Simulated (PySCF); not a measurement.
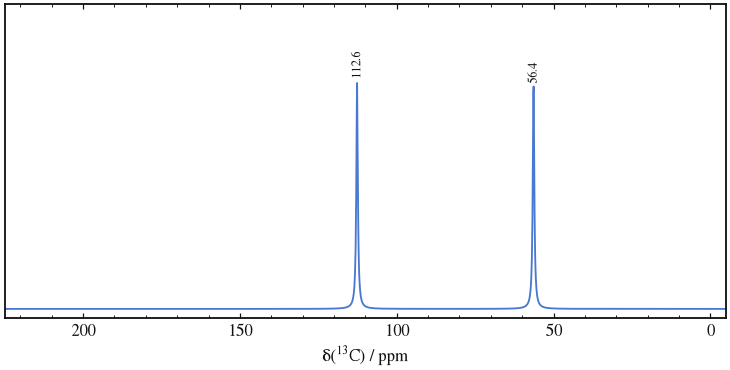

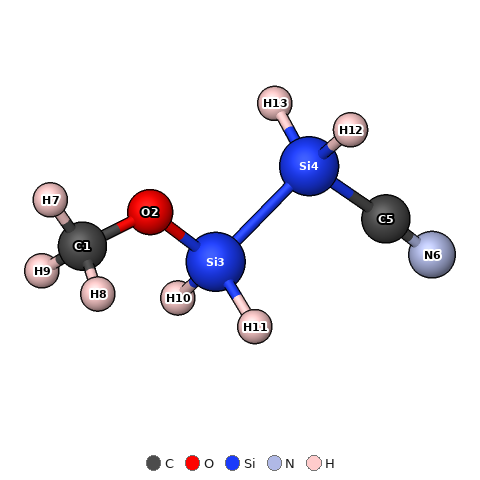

Spectrum and numbered structure of C₂H₇NOSi₂, SMILES CO[SiH2][SiH2]C#N. GIAO shifts, OPBE/pcSseg-1, PySCF, at a PBE0-D3(BJ)/def2-SVP geometry (no frequency check), against TMS for ¹³C computed at the same level. Gas phase, fully decoupled, line heights follow the number of nuclei, widths are arbitrary (no quadrupolar broadening); values of one conformer, averaged over methyl-type rotors and exact or near symmetry; other conformers aren't averaged in.

Question: Assign the ¹³C signals to the numbered atoms.

Answer:
| δ (ppm) | nuclei | atoms |
| --- | --- | --- |
| 112.6 | 1 | C5 |
| 56.4 | 1 | C1 |
